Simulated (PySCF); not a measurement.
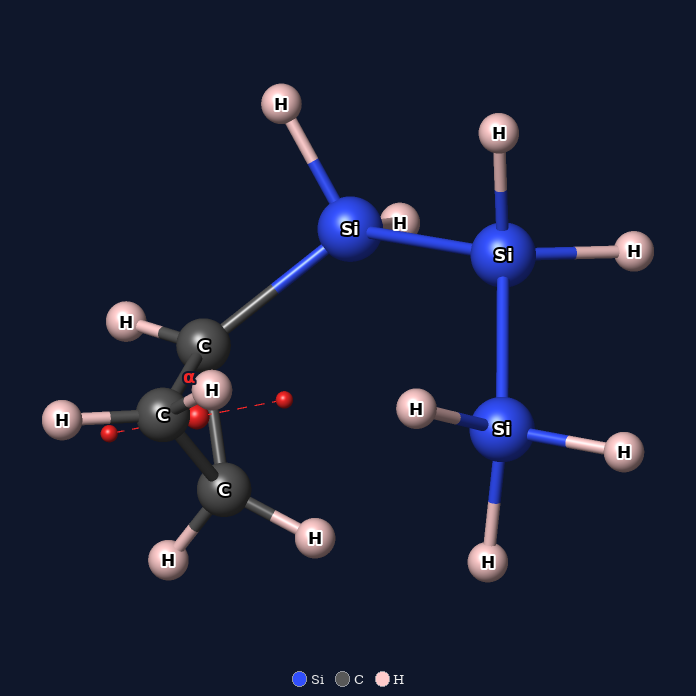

The small points mark where nucleus-independent chemical shifts (NICS) were computed: at the centre of each lettered ring and 1 Å above and below it. Geometry: a frame of a GFN2-xTB molecular-dynamics simulation, not a minimum. Properties computed with GIAO PBE0/pcSseg-1 NMR shielding, non-relativistic, gas phase (PySCF 2.14.0).

Give NICS(0), NICS(1) and the out-of-plane component NICS(1)zz for each ring (means of the two sides).

```tsv
ring	members	NICS(0)	NICS(1)	NICS(1)zz
α	C3	−43.3	−8.6	−24.9
```

Values in ppm.
